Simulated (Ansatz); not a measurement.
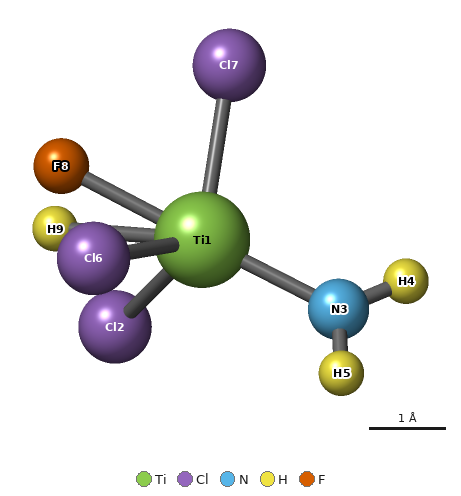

**Figure 1.** The input geometry (ball-and-stick view, seen at a tilt; atoms are numbered from 1 in the order of the input). Sticks mark near contacts. Bond lengths as drawn: Cl–Ti 2.37 to 2.72 Å, F–Ti 2.13 Å, H–N 1.06 Å, H–Ti 2.37 Å and N–Ti 2.06 Å.

Geometry relaxation, with input and output: TiNH3Cl3F

System: TiNH3Cl3F.
Method: RKS B3LYP-D4/def2-SVP (Ansatz 0.2.0).

The input holds or restrains some coordinates. Forces given for the steps count only the free coordinates. It belongs to a series of runs on one base structure; here: pulled along the bonds that form and break, towards end B. Figures and captions count atoms from 1; the log counts them from 0 in places.

The program's output:
```
The last accepted step is kept in [file] (removed where the run ends without a failure and the disk answers)
Engine: ansatz 0.2.0, aarch64-unknown-linux-gnu
Functional definition: B3LYP
  parameter a0 = 0.2
  parameter ax = 0.72
  parameter ac = 0.81
  exchange = (1 - a0 - ax)*slater_x + ax*b88_x + a0*exact_x
  correlation = (1 - ac)*vwn_rpa_c + ac*lyp_c
1379 factors; integrals over basis functions are off by at most 3.9e-4 eV
mean field evaluation 1: about -64910.8227 eV, gradient 7.8e1 eV
mean field evaluation 2: about -64357.7484 eV, gradient 4.2e2 eV
mean field evaluation 4: about -64904.8122 eV, gradient 1.0e2 eV
mean field evaluation 8: about -64926.3225 eV, gradient 2.1e-1 eV
mean field -64926.32270395 eV, -2385.9983507282 hartree, gradient 1.1e-5 eV, S^2 0.000000; 0 other end points of the search recorded, 0 dependent functions left out
the calculation of the forces begins
reference -64926.32308094 eV, -2385.9983645822 hartree; 46, 46 occupied and 82, 82 virtual orbitals, 1379 factors
relax step   1: F+E_penalty+E_count = -64926.77177550 eV  Δ(F+E_penalty+E_count) = +0.000e0 eV  max|allowed force component| = 3.847e0 eV/Å  E_restraint = 24.55208130 eV  max|allowed force component, restraints' pulls added| = 2.646e1 eV/Å  Δτ_max = 0.0000 Å  (55 SCF iters, accepted)
  distance Ti 0 - F 7 = 2.1300 Å
  distance H 8 - Cl 1 = 1.7302 Å
  distance Ti 0 - Cl 1 = 2.7200 Å
  distance H 8 - F 7 = 1.2866 Å
these checks for a lower state are left out or cut short: starts, cluster_reference, orbital_swaps, neighbouring_geometries, increment
1379 factors; integrals over basis functions are off by at most 3.6e-4 eV
mean field evaluation 16: about -64926.1264 eV, gradient 2.2e-1 eV
mean field -64926.12660585 eV, -2385.9911442558 hartree, gradient 1.6e-5 eV, S^2 0.000000; 0 other end points of the search recorded, 0 dependent functions left out
[... from here on the field's lines of each further geometry are left out, up to the last ...]
relax step   2: F+E_penalty+E_count = -64926.57059804 eV  Δ(F+E_penalty+E_count) = +2.012e-1 eV  max|allowed force component| = 2.582e0 eV/Å  E_restraint = 10.39991667 eV  max|allowed force component, restraints' pulls added| = 1.927e1 eV/Å  Δτ_max = 0.1950 Å  (46 SCF iters, accepted)
relax step   3: F+E_penalty+E_count = -64926.70712580 eV  Δ(F+E_penalty+E_count) = -1.365e-1 eV  max|allowed force component| = 2.037e0 eV/Å  E_restraint = 2.76574865 eV  max|allowed force component, restraints' pulls added| = 9.072e0 eV/Å  Δτ_max = 0.1948 Å  (45 SCF iters, accepted)
relax step   4: F+E_penalty+E_count = -64927.37347323 eV  Δ(F+E_penalty+E_count) = -6.663e-1 eV  max|allowed force component| = 1.701e0 eV/Å  E_restraint = 0.15715767 eV  max|allowed force component, restraints' pulls added| = 2.236e0 eV/Å  Δτ_max = 0.1922 Å  (44 SCF iters, accepted)
relax step   5: F+E_penalty+E_count = -64928.22219910 eV  Δ(F+E_penalty+E_count) = -8.487e-1 eV  max|allowed force component| = 1.081e0 eV/Å  E_restraint = 0.03125773 eV  max|allowed force component, restraints' pulls added| = 6.860e-1 eV/Å  Δτ_max = 0.1949 Å  (43 SCF iters, accepted)
relax step   6: F+E_penalty+E_count = -64928.77455712 eV  Δ(F+E_penalty+E_count) = -5.524e-1 eV  max|allowed force component| = 1.138e0 eV/Å  E_restraint = 0.02000692 eV  max|allowed force component, restraints' pulls added| = 5.874e-1 eV/Å  Δτ_max = 0.1950 Å  (42 SCF iters, accepted)
relax step   7: F+E_penalty+E_count = -64929.12109491 eV  Δ(F+E_penalty+E_count) = -3.465e-1 eV  max|allowed force component| = 1.473e0 eV/Å  E_restraint = 0.01141650 eV  max|allowed force component, restraints' pulls added| = 9.810e-1 eV/Å  Δτ_max = 0.1949 Å  (42 SCF iters, accepted)
relax step   8: F+E_penalty+E_count = -64929.39310325 eV  Δ(F+E_penalty+E_count) = -2.720e-1 eV  max|allowed force component| = 1.395e0 eV/Å  E_restraint = 0.02066953 eV  max|allowed force component, restraints' pulls added| = 6.246e-1 eV/Å  Δτ_max = 0.1950 Å  (41 SCF iters, accepted)
relax step   9: F+E_penalty+E_count = -64929.56040934 eV  Δ(F+E_penalty+E_count) = -1.673e-1 eV  max|allowed force component| = 1.208e0 eV/Å  E_restraint = 0.03067535 eV  max|allowed force component, restraints' pulls added| = 3.570e-1 eV/Å  Δτ_max = 0.1986 Å  (35 SCF iters, accepted)
relax step  10: F+E_penalty+E_count = -64929.63645273 eV  Δ(F+E_penalty+E_count) = -7.604e-2 eV  max|allowed force component| = 1.139e0 eV/Å  E_restraint = 0.03166002 eV  max|allowed force component, restraints' pulls added| = 4.870e-1 eV/Å  Δτ_max = 0.1990 Å  (35 SCF iters, accepted)
relax step  11: F+E_penalty+E_count = -64929.66228030 eV  Δ(F+E_penalty+E_count) = -2.583e-2 eV  max|allowed force component| = 1.092e0 eV/Å  E_restraint = 0.03616312 eV  max|allowed force component, restraints' pulls added| = 3.215e-1 eV/Å  Δτ_max = 0.1203 Å  (35 SCF iters, accepted)
the calculation of the forces begins
reference -64929.21611470 eV, -2386.1046816119 hartree; 46, 46 occupied and 82, 82 virtual orbitals, 1382 factors
relax step  12: F+E_penalty+E_count = -64929.67646678 eV  Δ(F+E_penalty+E_count) = -1.419e-2 eV  max|allowed force component| = 1.024e0 eV/Å  E_restraint = 0.04187138 eV  max|allowed force component, restraints' pulls added| = 1.010e-1 eV/Å  Δτ_max = 0.1401 Å  (35 SCF iters, accepted)
```

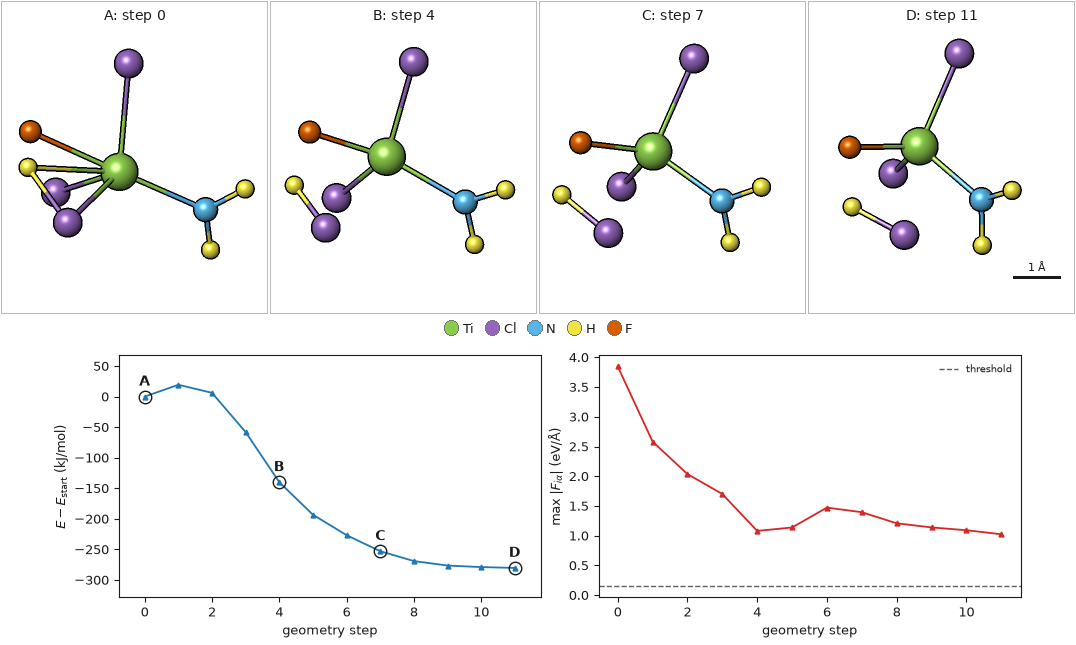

**Figure 2.** Frames of the restrained relaxation (ball-and-stick view, seen at a tilt) above the curves, on which the letters mark them (the first geometry is step 0 here and step 1 in the log).

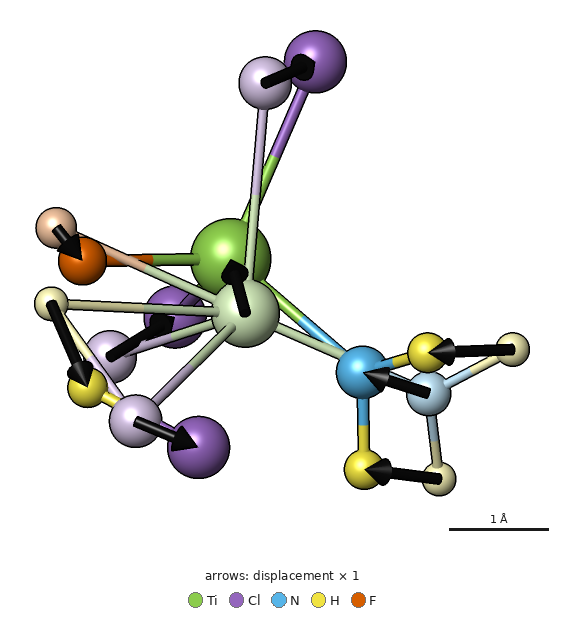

**Figure 3.** Start (faint) and end (solid) with the displacements as black arrows, at true length (ball-and-stick view, seen at a tilt). The two geometries are laid on each other by the best rigid fit. Over 11 geometry steps the energy falls by 280.3 kJ/mol. Largest force component: 3.8 eV/Å at the start, 1 eV/Å at the end. H9 moves most after the best rigid fit: 1.19 Å. Largest moves by element: H 1.19 Å, Cl 1.09 Å, Ti 0.84 Å, N 0.73 Å, F 0.44 Å. Distances before and after: Ti1–H9 2.373 → 3.305 Å, Ti1–Cl2 2.720 → 3.588 Å, Cl2–H9 1.730 → 1.329 Å, Ti1–F8 2.130 → 1.802 Å. New bonds form: Cl2–H9 (1.73 → 1.33 Å). Bonds break: Ti1–Cl2 (2.72 → 3.59 Å). Among the angles that change: N3–Ti1–F8 178.9° → 117.6°, Cl6–Ti1–F8 70.0° → 107.8°, Cl7–Ti1–F8 70.0° → 106.8°. (Atoms are counted from 1 in the order of the input.)

```
  distance Ti 0 - F 7 = 1.8022 Å
  distance H 8 - Cl 1 = 1.3294 Å
  distance Ti 0 - Cl 1 = 3.5881 Å
  distance H 8 - F 7 = 2.1135 Å
1382 factors; integrals over basis functions are off by at most 1.2e-3 eV
mean field -64929.21574758 eV, -2386.1046681204 hartree, gradient 1.2e-5 eV, S^2 0.000000; 1 other end points of the search recorded, 0 dependent functions left out
the calculation of the forces begins
reference -64929.21611470 eV, -2386.1046816119 hartree; 46, 46 occupied and 82, 82 virtual orbitals, 1382 factors
Total energy: -64929.67683390 eV, -2386.1216127300 hartree
Atom 0 at    -0.476591    -0.007150    -0.692972 Å, force    -0.641422    -0.068487     0.124949 eV/Å
Atom 1 at     0.577749     0.177166     2.731761 Å, force    -0.935413    -0.125537     0.457876 eV/Å
Atom 2 at     1.314345    -0.036740    -0.309921 Å, force    -0.065158    -0.003419    -0.048426 eV/Å
Atom 3 at     1.839595    -0.881336    -0.090409 Å, force     0.014237    -0.055835     0.011365 eV/Å
Atom 4 at     1.832127     0.795330    -0.031091 Å, force     0.011337     0.040994     0.029079 eV/Å
Atom 5 at    -0.825238     1.865490    -1.766241 Å, force    -0.009223     0.044438    -0.015159 eV/Å
Atom 6 at    -0.823832    -1.805919    -1.888313 Å, force    -0.016551    -0.018043    -0.024831 eV/Å
Atom 7 at    -1.628929    -0.071513     0.691127 Å, force     0.617821     0.000885    -0.455718 eV/Å
Atom 8 at    -0.728226    -0.035328     2.602760 Å, force     1.024373     0.185002    -0.079135 eV/Å
Dipole moment:     0.401540    -0.044713     0.151825 e Å
```

Trajectory as extended XYZ (Å, eV, eV/Å), 12 frames, from step=1 to step=12:
```
9
Properties=species:S:1:pos:R:3:forces:R:3 step=1 energy=-64926.77178
Ti    0.0000    0.0000    0.0000   -0.6416  -0.0016  -1.3083
Cl    0.0000    0.0000    2.7200   -0.8678   0.0003  -2.0591
N     1.9426    0.0000   -0.6860   -2.6146  -0.0004   1.0301
H     2.4408   -0.9180   -0.8667   -0.3107   1.6953   0.0916
H     2.4438    0.9180   -0.8582   -0.3165  -1.6952   0.0742
Cl   -1.1163    1.9339   -0.7892    1.8886  -0.9912   0.0617
Cl   -1.1163   -1.9339   -0.7892    1.8896   0.9928   0.0611
F    -2.0213    0.0000    0.6716    1.3728  -0.0001   3.8465
H    -1.4923    0.0000    1.8444   -0.3998   0.0000  -1.7979
9
Properties=species:S:1:pos:R:3:forces:R:3 step=2 energy=-64926.57060
Ti   -0.0728    0.0000   -0.1809   -0.9013  -0.0020  -0.0319
Cl   -0.0693    0.0000    2.8650   -1.8645   0.0002  -2.3032
N     1.9143    0.0000   -0.6778   -2.3649   0.0017   0.3169
H     2.4343   -0.8997   -0.8646   -0.3425   1.4700   0.2072
H     2.4372    0.8997   -0.8563   -0.3487  -1.4716   0.1918
Cl   -1.0973    1.9319   -0.7959    1.6360  -0.2914  -0.5386
Cl   -1.0973   -1.9319   -0.7959    1.6368   0.2929  -0.5395
F    -1.9893    0.0000    0.5644    1.3030   0.0002   2.5821
H    -1.3789    0.0000    1.9889    1.2462   0.0000   0.1151
9
Properties=species:S:1:pos:R:3:forces:R:3 step=3 energy=-64926.70713
Ti   -0.1412    0.0000   -0.2992   -0.5963  -0.0012   0.3996
Cl   -0.1183    0.0000    2.9672   -1.6527   0.0001  -1.7874
N     1.8785    0.0000   -0.6806   -2.0366   0.0022   0.0222
H     2.4275   -0.8800   -0.8596   -0.4454   1.2438   0.2687
H     2.4303    0.8799   -0.8515   -0.4515  -1.2460   0.2554
Cl   -1.0742    1.9360   -0.8115    1.3665   0.5928  -0.9929
Cl   -1.0742   -1.9360   -0.8116    1.3670  -0.5921  -0.9940
F    -1.9655    0.0000    0.4356    1.0987   0.0004   2.0140
H    -1.2819    0.0000    2.1578    1.3502   0.0000   0.8143
9
Properties=species:S:1:pos:R:3:forces:R:3 step=4 energy=-64927.37347
Ti   -0.2199   -0.0001   -0.4103    0.0763  -0.0001   0.4321
Cl   -0.1384    0.0000    3.0862   -0.4981   0.0000  -0.7444
N     1.7875    0.0002   -0.7035   -1.4186   0.0010  -0.0337
H     2.3879   -0.8427   -0.8381   -0.5835   0.6723   0.2677
H     2.3904    0.8425   -0.8304   -0.5874  -0.6737   0.2598
Cl   -0.9951    1.9931   -0.8903    0.9551   0.7233  -1.0620
Cl   -0.9950   -1.9931   -0.8905    0.9554  -0.7234  -1.0634
F    -1.9041    0.0000    0.3800    0.7640   0.0005   1.7007
H    -1.2324    0.0000    2.3435    0.3368   0.0000   0.2432
9
Properties=species:S:1:pos:R:3:forces:R:3 step=5 energy=-64928.22220
Ti   -0.2638   -0.0001   -0.4418   -0.2264   0.0002   0.1244
Cl   -0.0873    0.0000    3.1193   -0.8490   0.0000  -0.7629
N     1.6751    0.0004   -0.7225   -0.6294  -0.0017   0.2332
H     2.2997   -0.8226   -0.7920   -0.5601   0.2498   0.1666
H     2.3019    0.8222   -0.7849   -0.5612  -0.2489   0.1624
Cl   -0.8701    2.0437   -1.0309    0.5827   0.0145  -0.6850
Cl   -0.8700   -2.0436   -1.0312    0.5833  -0.0141  -0.6860
F    -1.8534    0.0001    0.4634    0.8840   0.0002   1.0805
H    -1.2510    0.0000    2.4673    0.7761   0.0001   0.3668
9
Properties=species:S:1:pos:R:3:forces:R:3 step=6 energy=-64928.77456
Ti   -0.2935   -0.0001   -0.4671   -0.8102  -0.0003  -0.0034
Cl   -0.0213    0.0000    3.0960   -1.0996   0.0000  -0.5548
N     1.5865    0.0002   -0.6671    0.1767  -0.0012   0.1509
H     2.2056   -0.8170   -0.7507   -0.4343   0.0067   0.1888
H     2.2075    0.8166   -0.7442   -0.4345  -0.0059   0.1875
Cl   -0.7724    2.0370   -1.1992    0.2731  -0.2884  -0.4120
Cl   -0.7722   -2.0368   -1.1998    0.2734   0.2891  -0.4124
F    -1.7891    0.0001    0.5723    0.9172  -0.0001   0.5610
H    -1.2702    0.0000    2.6064    1.1382   0.0001   0.2944
9
Properties=species:S:1:pos:R:3:forces:R:3 step=7 energy=-64929.12110
Ti   -0.3336   -0.0001   -0.5089   -1.0247   0.0003  -0.0198
Cl    0.0640    0.0000    3.0464   -1.3156   0.0000  -0.2478
N     1.5247    0.0002   -0.6196    0.3661  -0.0020   0.3332
H     2.1340   -0.8224   -0.6563   -0.2992  -0.0565   0.1201
H     2.1356    0.8218   -0.6503   -0.2992   0.0578   0.1200
Cl   -0.7397    1.9889   -1.3850    0.0620  -0.3249  -0.2207
Cl   -0.7394   -1.9887   -1.3858    0.0624   0.3253  -0.2208
F    -1.7168    0.0001    0.6770    0.9756  -0.0001  -0.0361
H    -1.2478    0.0000    2.7290    1.4728   0.0001   0.1720
9
Properties=species:S:1:pos:R:3:forces:R:3 step=8 energy=-64929.39310
Ti   -0.3795    0.0000   -0.5550   -0.7406  -0.0002   0.0651
Cl    0.1718    0.0001    2.9933   -1.1960   0.0000   0.0469
N     1.4751   -0.0001   -0.4738    0.0068  -0.0006   0.1050
H     2.0654   -0.8310   -0.5522   -0.1874  -0.0315   0.1589
H     2.0666    0.8305   -0.5462   -0.1878   0.0319   0.1596
Cl   -0.7511    1.9224   -1.5677    0.0026  -0.2826  -0.0777
Cl   -0.7506   -1.9219   -1.5686    0.0024   0.2829  -0.0775
F    -1.6621    0.0002    0.7320    0.9052  -0.0002  -0.4354
H    -1.1547    0.0000    2.7848    1.3948   0.0001   0.0550
9
Properties=species:S:1:pos:R:3:forces:R:3 step=9 energy=-64929.56041
Ti   -0.4148    0.0000   -0.5846   -0.8516  -0.0006  -0.1665
Cl    0.3333    0.0000    2.9274   -1.0834   0.0004   0.0991
N     1.4178   -0.0002   -0.3931    0.2081  -0.0011   0.1512
H     2.0049   -0.8386   -0.3642   -0.1766   0.0887   0.0836
H     2.0049    0.8379   -0.3576   -0.1760  -0.0876   0.0840
Cl   -0.8063    1.8416   -1.7144    0.0318  -0.1273   0.0293
Cl   -0.8059   -1.8411   -1.7154    0.0320   0.1279   0.0298
F    -1.6656    0.0002    0.7229    0.8074  -0.0001  -0.3365
H    -0.9874    0.0002    2.7256    1.2083  -0.0001   0.0262
9
Properties=species:S:1:pos:R:3:forces:R:3 step=10 energy=-64929.63645
Ti   -0.4667   -0.0001   -0.6489   -0.3029   0.0003   0.3987
Cl    0.4911    0.0006    2.8084   -1.0466   0.0002   0.3223
N     1.3544   -0.0003   -0.3198   -0.4870   0.0044  -0.1344
H     1.9135   -0.8399   -0.1903    0.0265  -0.0957   0.0764
H     1.9125    0.8387   -0.1813    0.0222   0.0904   0.0780
Cl   -0.8148    1.8171   -1.7935   -0.0451   0.1621  -0.0999
Cl   -0.8143   -1.8165   -1.7947   -0.0446  -0.1620  -0.0999
F    -1.6613    0.0001    0.7103    0.7385  -0.0001  -0.5034
H    -0.8334    0.0004    2.6566    1.1392   0.0003  -0.0377
9
Properties=species:S:1:pos:R:3:forces:R:3 step=11 energy=-64929.66228
Ti   -0.4765    0.0014   -0.6796   -0.4848  -0.0090   0.2378
Cl    0.5675    0.0389    2.7523   -1.0088  -0.0494   0.4188
N     1.3259   -0.0046   -0.3123   -0.3215  -0.0210  -0.1173
H     1.8530   -0.8488   -0.1002    0.0538  -0.0551   0.0476
H     1.8522    0.8336   -0.0773    0.0611   0.0705   0.0579
Cl   -0.8185    1.8298   -1.8180   -0.0315   0.1099  -0.0569
Cl   -0.8212   -1.8214   -1.8266   -0.0308  -0.1029  -0.0574
F    -1.6462   -0.0032    0.6956    0.6706  -0.0075  -0.4690
H    -0.7553   -0.0257    2.6128    1.0920   0.0646  -0.0615
9
Properties=species:S:1:pos:R:3:forces:R:3 step=12 energy=-64929.67647
Ti   -0.4766   -0.0072   -0.6930   -0.6414  -0.0685   0.1249
Cl    0.5777    0.1772    2.7318   -0.9354  -0.1255   0.4579
N     1.3143   -0.0367   -0.3099   -0.0652  -0.0034  -0.0484
H     1.8396   -0.8813   -0.0904    0.0142  -0.0558   0.0114
H     1.8321    0.7953   -0.0311    0.0113   0.0410   0.0291
Cl   -0.8252    1.8655   -1.7662   -0.0092   0.0444  -0.0152
Cl   -0.8238   -1.8059   -1.8883   -0.0166  -0.0180  -0.0248
F    -1.6289   -0.0715    0.6911    0.6178   0.0009  -0.4557
H    -0.7282   -0.0353    2.6028    1.0244   0.1850  -0.0791
```

This output came from the following input.

The input:
```yaml
crystal:
  periodic: [false, false, false]
  atoms:
    - { symbol: Ti, position_ang: [0.0, 0.0, 0.0] }
    - { symbol: Cl, position_ang: [0.0, 0.0, 2.72] }
    - { symbol: "N", position_ang: [1.9426, 0.0, -0.686] }
    - { symbol: H, position_ang: [2.4408, -0.918, -0.8667] }
    - { symbol: H, position_ang: [2.4438, 0.918, -0.8582] }
    - { symbol: Cl, position_ang: [-1.1163, 1.9339, -0.7892] }
    - { symbol: Cl, position_ang: [-1.1163, -1.9339, -0.7892] }
    - { symbol: F, position_ang: [-2.0213, 0.0, 0.6716] }
    - { symbol: H, position_ang: [-1.4923, 0.0, 1.8444] }
basis:
  gaussian: { orbitals: def2-SVP }
hamiltonian:
  xc: b3lyp
  dispersion: d4
relax:
  f_tol: 0.15
  max_steps: 25
  restrain:
    - { distance: [0, 7], at: 1.83, k: 30.0 }
    - { distance: [8, 1], at: 1.37, k: 30.0 }
    - { distance: [0, 1], at: 3.57, k: 30.0 }
    - { distance: [8, 7], at: 2.12, k: 30.0 }
```

Command:
```bash
ansatz run input.yaml --threads 4 --pin off --max-ram 5120MiB --backend cpu --events-out ev --progress --plain --runs-dir out
```

Key numbers:

| quantity | value |
| --- | --- |
| outcome | converged under the restraints of the input |
| total energy | −64929.6768 eV |
| mean-field energy | −64929.2161 eV |
| largest force (length of the vector) at the end, held atoms and coordinates included | 1.049 eV/Å |
| hardware | 4 threads of Arm Neoverse V1, 24 GiB of memory available, shared host |
| wall time | 44 s (CPU time 2.7 min) |
| peak memory | 0.38 GiB |
